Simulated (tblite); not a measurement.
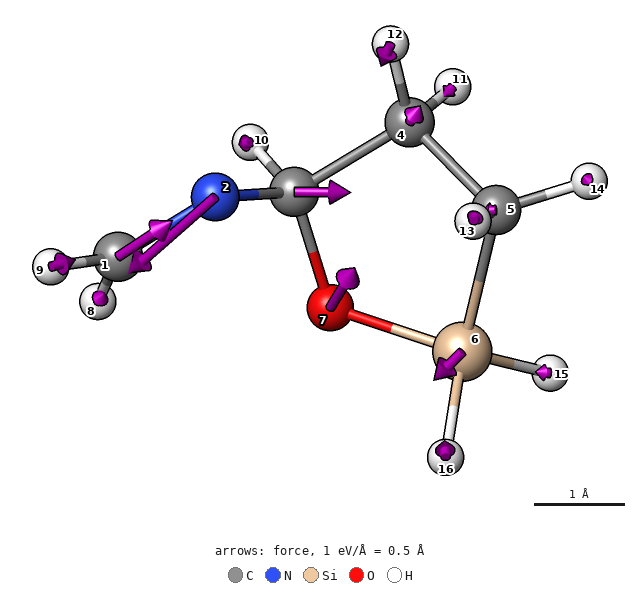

Starting geometry of C4H9NOSi with the computed forces as purple arrows. The picture is a ball-and-stick view, seen face on.

The calculation used tblite 0.8.0, GFN2-xTB geometry optimisation, gas phase. 

> Is this structure relaxed? If not, where do the atoms go?

It isn't relaxed: the largest force vector, on the N atom, is 2.93 eV/Å. The final displacements have little in common with the starting forces (cosine between the two patterns 0.22). Over 89 geometry steps the energy falls by 0.433 eV. The largest move after the best rigid fit is that of an H atom, 1.36 Å. Largest moves by element: H 1.36 Å, N 0.55 Å, C 0.45 Å, O 0.28 Å, Si 0.22 Å. Among the contacts that change: O–Si 1.687 → 1.635 Å, C–O 1.455 → 1.409 Å, C–N 1.290 → 1.251 Å, C–N 1.455 → 1.421 Å. Bond angles that change, for instance: C–N–C 113.1° → 123.0°, C–O–Si 110.6° → 114.7°, N–C–H 109.5° → 106.0°. Groups turn about C–N by about 60°.
